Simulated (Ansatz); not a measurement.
# (MgO)2(TiC)2 [001] superlattice, started as rocksalt type: phonons and vibrational spectra, part 2 of 2

Aim: the vibrations of (MgO)2(TiC)2 [001] superlattice, started as rocksalt type, their spectra, and whether the structure is stable.

Ansatz 0.2.0; DFT LDA, scalar-relativistic, plane waves, PAW.

So far. Step 4 (Tight relaxation): The largest force component left is 0.29 meV/Å and the pressure is 0.000 GPa, within the tolerances set. The cell now holds 9.52 Å³/atom. The relaxed cell has a = 2.972, c = 8.624 Å (conventional setting).

The structure was built from a prototype and need not be the compound's stable phase.

## 5. Modes at Γ

The zone centre is the only wavevector solved here; it holds the modes that light can see, as far as symmetry allows. No field response is asked, since the mesh shows no gap.

input.yaml

```yaml
crystal:
  lattice:
    - [2.1013034141, 2.1013034141, 0.0]
    - [-2.1013034141, 2.1013034141, 0.0]
    - [0.0, 0.0, 8.6243419626]
  atoms:
    - { symbol: C, position: [0.5, 0.5, 0.502485237] }
    - { symbol: C, position: [0.0, 0.0, 0.747514763] }
    - { symbol: Mg, position: [0.0, 0.0, 0.0046978852] }
    - { symbol: Mg, position: [0.5, 0.5, 0.2453021148] }
    - { symbol: O, position: [0.5, 0.5, 0.0051738577] }
    - { symbol: O, position: [0.0, 0.0, 0.2448261423] }
    - { symbol: Ti, position: [0.0, 0.0, 0.5012306057] }
    - { symbol: Ti, position: [0.5, 0.5, 0.7487693943] }
kpoints:
  mp_grid: { grid: [12, 12, 4] }
hamiltonian:
  xc: lda
scf:
  occupations: { method: methfessel_paxton, width: 0.2 }
output:
  eigenvalues: true
phonons:
  method: dfpt
```

Started as:

```bash
$ ansatz run input.yaml --threads 8 --pin off --max-ram 14336MiB --backend cpu --events-out ev --progress --plain --runs-dir out
```

Numbers of over 12 decimals in the logs are rounded to 6 here.

Output:

```text
zone centre: on kpoints.mp_grid the ground state, and the responses unless they are solved on pairs of k-points, stand on 129 of the mesh's 576 k-points, reduced under 4 symmetry operations, with k and −k counted as one. Each operation leaves every solved displacement unchanged or reverses it
[...]
Crystal: 8 atoms, lattice volume = 76.161 Å³
Basis set: ecut = 420 eV, 1449 PW (Γ), exchange–correlation on 40×40×120 points (8 copies of the dense FFT grid, shifted against one another)
Bands: 40, of which v1, the nominal top of the filled ones, is band 32 counted from 1 (31 counted from 0)
Symmetry: 16 space group operations
k-points: 129 of 576 (irreducible under 4 space group operations, time reversal used)
[...]
SCF iter   1: F=—  HF=-10309.368719 eV  |F-HF|=—  |Δ(HF+E_count)|=         —  Δρ=1.44e-2  dr2=1.41e-1  ethr=1.77e-3  ⟨swp⟩=5.6  Hψ=19380  notcnv=0
[...]
SCF iter  12: F=-10309.325402 eV  HF=-10309.325402 eV  |F-HF|=0.00e0  |Δ(HF+E_count)|=  7.28e-12  S|Δr|=    0.00e0  Δρ=7.53e-8  dr2=3.04e-12  ethr=1.00e-12  ⟨swp⟩=9.9  Hψ=23325  notcnv=0
SCF 1 converged in 12 iterations: F = -10309.325402 eV  dr2 = 3.04e-12
[...]
DFPT response loops at Γ: preconditioner auto → Kerker (q_TF=auto, 2.650 Å⁻¹) (partly filled bands, converged f_vac=0.000); β = 1.00, the filter's whole step (`scf.mixing.beta` (0.50) is not read by the response loops under this deck's `scf.mixing.preconditioner`; to damp them name `kerker` or `kerker_dos`, under which they read `scf.mixing.beta`, and type it under 1.00, their step now; both keys bind the ground state too); Broyden in place of MSR1
SCF converged after 12 iterations
[...]
Free energy (F): -10309.325402 eV
[...]
Internal energy: -10309.325995 eV  (E = F + TS)
E sigma→0 (E₀):  -10309.325551 eV
Entropy (-TS):   0.000593 eV (0.074 meV/atom)
Fermi energy:    12.899238 eV
[...]
--- Band table (eV; the first three rows and the last of 129) ---
  k-point 0: bands = [... 28 lower, 12.2813, 12.6230, 12.8620, 12.8620, 13.9684, 13.9684, 14.8055, 14.9475, ... 4 higher]
  k-point 1: bands = [... 28 lower, 11.7908, 12.6210, 12.8627, 12.8627, 13.9478, 13.9478, 14.9475, 14.9962, ... 4 higher]
  k-point 2: bands = [... 28 lower, 11.4377, 12.6190, 12.8635, 12.8635, 13.9282, 13.9282, 14.9475, 15.0244, ... 4 higher]
  k-point 128: bands = [... 28 lower, 11.4462, 11.4462, 11.5175, 11.5175, 12.9634, 12.9634, 15.5150, 15.5150, ... 4 higher]
--- Phonons (Γ-DFPT): 8 representative perturbations + reference, on 129 of 576 k-points (Σ response iterations 28) ---
  k mesh reduced under 4 symmetry operations, with k and −k counted as one. Each operation leaves every solved displacement unchanged or reverses it
  ASR residual: 5.934e-5 → 0.000e0 eV/Å²; symmetrization residual: 4.297e-6 eV/Å²
  ASR residual per site (eV/Å²): 9.85e-6 9.85e-6 1.49e-5 1.49e-5 5.93e-5 5.93e-5 6.07e-6 6.07e-6
  Γ frequencies (cm⁻¹): 0.00 0.00 0.00 184.21 184.21 218.60 218.60 234.15 271.77 271.77 325.86 391.87 392.56 392.56 408.95 422.25 422.25 528.03 528.03 541.20 541.20 559.05 640.53 663.23
  non-analytic LO–TO correction: not included (Born effective charges unavailable; polar crystals: no LO–TO splitting at Γ)
```

It took 42 s on 8 threads of Arm Neoverse V2, shared host; peak memory 1.6 GiB.

Numbers from this step:

* sum-rule residual before enforcement: 5.93e-5 eV/Å²
* point group: 4/mmm
* highest optical mode at the zone centre (no LO-TO term): 663.2 cm⁻¹
* lowest optical zone-centre mode: 184.2 cm⁻¹

Patterns of degenerate modes are one choice out of their space. Modes at Γ, with each element's share of the kinetic energy:

```
mode  frequency (cm⁻¹)  symmetry  C %  Mg %  O %  Ti %
   1               0.0  acoustic   12    24   16    48
   2               0.0  acoustic   12    24   16    48
   3               0.0  acoustic   12    24   16    48
   4             184.2        Eu    4    44   16    36
   5             184.2        Eu    4    44   16    36
   6             218.6        Eg    5    33   12    49
   7             218.6        Eg    5    33   12    49
   8             234.2       A2u    0    13   46    41
   9             271.8        Eg    2    48    7    43
  10             271.8        Eg    2    48    7    43
  11             325.9       A1g    5     8    5    82
  12             391.9       A1g    2    78    7    14
  13             392.6        Eu    1    32   66     1
  14             392.6        Eu    1    32   66     1
  15             408.9       A2u    9    62   28     1
  16             422.2        Eg    1    19   79     1
  17             422.2        Eg    1    19   79     1
  18             528.0        Eu   83     0    2    15
  19             528.0        Eu   83     0    2    15
  20             541.2        Eg   92     0    1     7
  21             541.2        Eg   92     0    1     7
  22             559.0       A1g   11     6   82     1
  23             640.5       A1g   82     9    6     4
  24             663.2       A2u   79     1   10    10
```

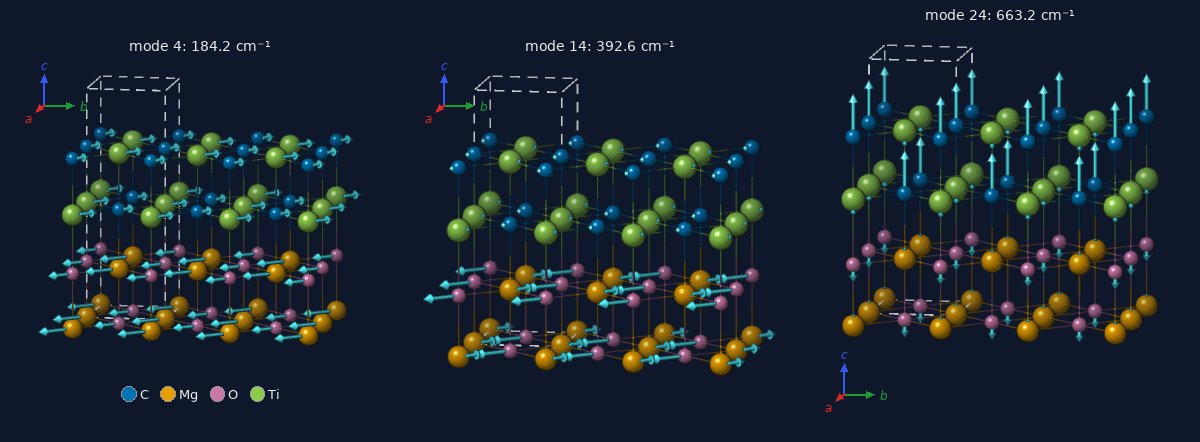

Displacement patterns of modes 4, 14 and 24 at Γ; arrows are exaggerated. 2×3×1 cells are drawn. Some periodic images of atoms are drawn too.

Before it was imposed, the acoustic sum rule was missed by 5.9e-5 eV/Å². Small misses are needed for a sound result but don't prove that mesh and cutoff are converged. The lowest optical mode is real, 184 cm⁻¹.

## 6. Another isotope, element C, natural mass 12.011 amu

An isotope changes the mass and not the force constants, so no new electronic calculation is needed; the shifts show which modes move this element.

The same force constants with the mass of C changed from 12.011 to 13.003 u (phonopy, no LO-TO term). Both lists are sorted by frequency; levels can cross, so a row need not hold one and the same mode. Modes under 3 cm⁻¹ are left out. Isotope shifts, by row:

```
    q  rank  natural mass (cm⁻¹)  changed mass (cm⁻¹)
0 0 0     4                184.2                183.9
0 0 0     5                184.2                183.9
0 0 0     6                218.6                218.1
0 0 0     7                218.6                218.1
0 0 0     8                234.2                234.1
0 0 0     9                271.8                271.5
0 0 0    10                271.8                271.5
0 0 0    11                325.9                325.2
0 0 0    12                391.9                391.5
0 0 0    13                392.6                392.4
0 0 0    14                392.6                392.4
0 0 0    15                408.9                407.4
0 0 0    16                422.2                422.1
0 0 0    17                422.2                422.1
0 0 0    18                  528                511.1
0 0 0    19                  528                511.1
0 0 0    20                541.2                521.9
0 0 0    21                541.2                521.9
0 0 0    22                  559                555.9
0 0 0    23                640.5                620.9
0 0 0    24                663.2                  643
```

A mode of this element alone would shift by -3.89 %. The highest zone-centre frequency without the field goes from 663.2 to 643.0 cm⁻¹ (-3.0 %). The product of the frequency ratios over all optical modes at Γ is 0.800; the product rule, (m/m′)^(3k/2) (M′/M)^(3/2) with k = 2 such atoms and M the mass of the cell, gives 0.800.

## 7. Isotope substitution, element Mg, natural mass 24.305 amu

The same for Mg, from 24.30 to 25.98 u.

The same force constants with the mass of Mg changed from 24.305 to 25.983 u (phonopy, no LO-TO term). Both lists are sorted by frequency; levels can cross, so a row need not hold one and the same mode. Modes under 3 cm⁻¹ are left out. Isotope shifts, by row:

```
    q  rank  natural mass (cm⁻¹)  changed mass (cm⁻¹)
0 0 0     4                184.2                181.5
0 0 0     5                184.2                181.5
0 0 0     6                218.6                  216
0 0 0     7                218.6                  216
0 0 0     8                234.2                233.1
0 0 0     9                271.8                267.6
0 0 0    10                271.8                267.6
0 0 0    11                325.9                324.9
0 0 0    12                391.9                381.9
0 0 0    13                392.6                388.5
0 0 0    14                392.6                388.5
0 0 0    15                408.9                400.7
0 0 0    16                422.2                419.7
0 0 0    17                422.2                419.7
0 0 0    18                  528                  528
0 0 0    19                  528                  528
0 0 0    20                541.2                541.2
0 0 0    21                541.2                541.2
0 0 0    22                  559                  558
0 0 0    23                640.5                638.8
0 0 0    24                663.2                663.1
```

A mode of this element alone would shift by -3.28 %. The highest zone-centre frequency without the field goes from 663.2 to 663.1 cm⁻¹ (-0.0 %). The product of the frequency ratios over all optical modes at Γ is 0.839; the product rule, (m/m′)^(3k/2) (M′/M)^(3/2) with k = 2 such atoms and M the mass of the cell, gives 0.839.

## 8. Isotope substitution, element O, natural mass 15.999 amu

The same for O, from 16.00 to 18.00 u.

A mode of this element alone would shift by -5.72 %. The highest zone-centre frequency without the field goes from 663.2 to 659.6 cm⁻¹ (-0.6 %). The product of the frequency ratios over all optical modes at Γ is 0.723; the product rule, (m/m′)^(3k/2) (M′/M)^(3/2) with k = 2 such atoms and M the mass of the cell, gives 0.723.

## 9. Another isotope, element Ti, natural mass 47.867 amu

The same for Ti, from 47.87 to 49.94 u.

A mode of this element alone would shift by -2.10 %. The highest zone-centre frequency without the field goes from 663.2 to 661.8 cm⁻¹ (-0.2 %). The product of the frequency ratios over all optical modes at Γ is 0.908; the product rule, (m/m′)^(3k/2) (M′/M)^(3/2) with k = 2 such atoms and M the mass of the cell, gives 0.908.

## 10. Results

```json
{
 "space group after relaxation (within 0.01 Å)": "P4/nmm",
 "volume per atom": "9.52 Å³",
 "electronic character": "no gap on this mesh",
 "highest optical mode at the zone centre (no LO-TO term)": "663 cm⁻¹",
 "lowest optical zone-centre mode": "184 cm⁻¹",
 "imaginary modes at Γ (the only wavevector solved)": "none"
}
```

**Reading.** The structure is stable against zone-centre distortions, since no mode there is imaginary; runs at other wavevectors are not part of this account. The optical modes at Γ span 184 to 663 cm⁻¹. The dispersion is not part of this account. The highest mode in this list at Γ, 663.2 cm⁻¹, is mostly motion of C (79 % of the kinetic energy). With no gap, or one that is small against the smearing, the frequencies hang on the k mesh and the smearing, most of all near Kohn anomalies. The starting cell was built on a prototype and not taken from a measurement, so the phase need not exist. These are harmonic frequencies at zero temperature: anharmonic shifts, linewidths and thermal expansion are left out.

[Logs are printed without paths, hosts, clocks, repeated set-up lines and the standing remarks that a program may print on its own settings, such as how far it seeks lower states.]

[Hosts, paths, dates, database ids (printed as entryN), source tags and the programs' standing remarks are cut or masked in the printed files.]
